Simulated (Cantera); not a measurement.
Input: 1 mol C2H2, 1 mol NH3, 15 mol N2, at 75.0 Torr.

These are equilibrium values from Cantera (NASA tables, ideal gas, pure condensed phases), not measurements of a reactor. Candidate condensed phases: C, C6H6, C7H8, C8H18; 92 gas species. Equilibrium is a limit: real reactors are often held back by kinetics, nucleation or transport.

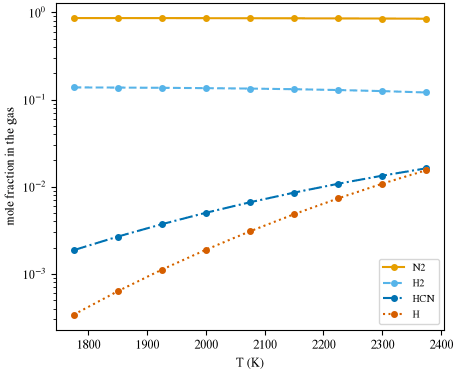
Fig. 1. Equilibrium gas composition (values under 1e-9 drawn at 1e-9)

Q: Read off the mole fractions at 2150 K.

A: N2 about 0.85, H2 about 0.13, HCN about 0.0085, H about 0.0048.
